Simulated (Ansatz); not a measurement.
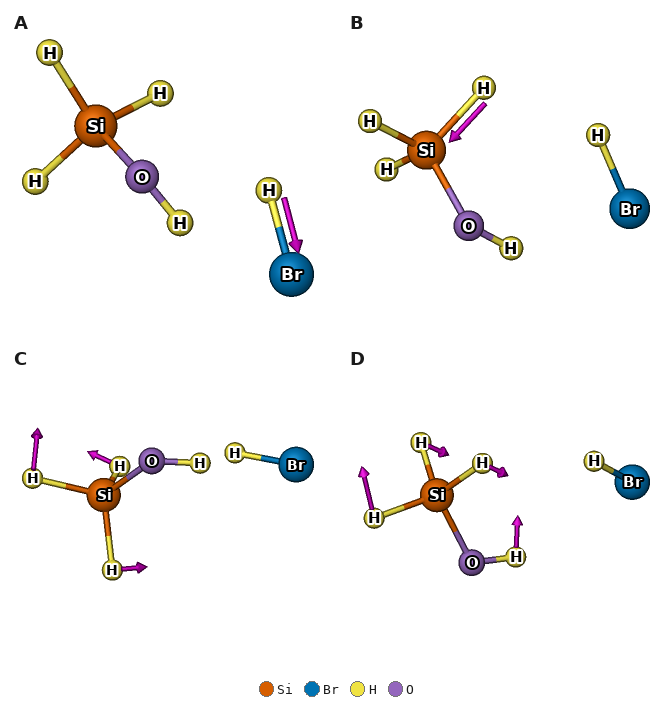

4 normal modes of one molecule or complex, as arrows. Harmonic vibrations computed with RKS PBE0-D4/def2-TZVP (Ansatz 0.2.0) at a stationary point of the same level.

Question: Match the panels to the wavenumbers 692 cm⁻¹, 948 cm⁻¹, 2167 cm⁻¹, 2629 cm⁻¹.

Answer: A: 2629 cm⁻¹, Br–H stretching
B: 2167 cm⁻¹, Si–H stretching
C: 948 cm⁻¹, H–Si–H bending
D: 692 cm⁻¹, H–Si–O bending
